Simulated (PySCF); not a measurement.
System: C$_{2}$H$_{8}$N$_{2}$Si$_{2}$.

```yaml
atoms:
  - { symbol: N, position_ang: [-1.4030, 2.6565, 0.5842] }
  - { symbol: C, position_ang: [-1.4971, 1.5143, 0.5940] }
  - { symbol: Si, position_ang: [-1.6028, -0.3538, 0.6369] }
  - { symbol: C, position_ang: [-0.4106, -1.0398, -0.6627] }
  - { symbol: Si, position_ang: [1.2400, -0.1097, -0.9021] }
  - { symbol: N, position_ang: [1.7987, 0.3272, 0.6682] }
  - { symbol: H, position_ang: [-3.0086, -0.6753, 0.3628] }
  - { symbol: H, position_ang: [-1.2278, -0.7163, 2.0073] }
  - { symbol: H, position_ang: [-0.9143, -1.0730, -1.6294] }
  - { symbol: H, position_ang: [-0.1957, -2.0765, -0.4037] }
  - { symbol: H, position_ang: [1.0081, 0.9990, -1.8406] }
  - { symbol: H, position_ang: [2.2676, -1.0065, -1.4358] }
  - { symbol: H, position_ang: [1.1984, 0.8940, 1.2477] }
  - { symbol: H, position_ang: [2.7463, 0.6594, 0.7510] }
```

Geometry: GFN2-xTB.

Computed with PBE0/pcSseg-1, SCF density, gas phase, non-relativistic (PySCF 2.14.0).

### Predict the electron density and electron localisation function between the atoms.

C–N (1.15 Å): the density is about 3.6 e/Å³ at the midpoint; the ELF peaks at about 0.90 between the atoms: a short, multiple covalent bond.
C–Si (1.87 Å): ρ at the midpoint is about 0.88 e/Å³; the ELF peaks at about 1 between the atoms (a shared electron pair).

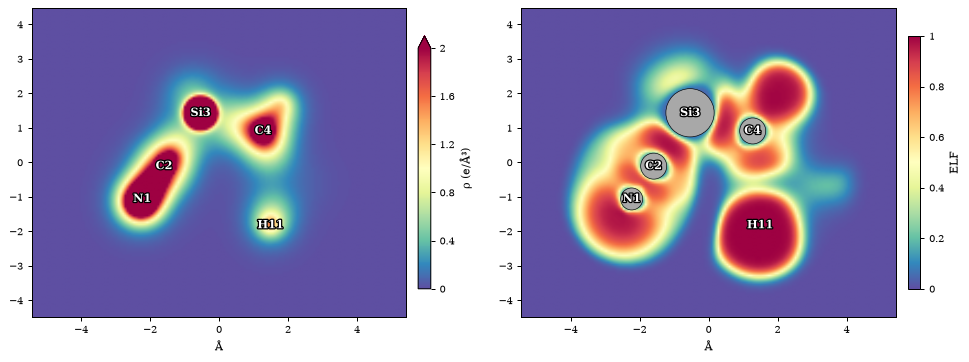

Computed electron density and electron localisation function on the plane of atoms C2, Si3 and C4, in this order. Grey discs cover the atomic cores in the ELF map. 
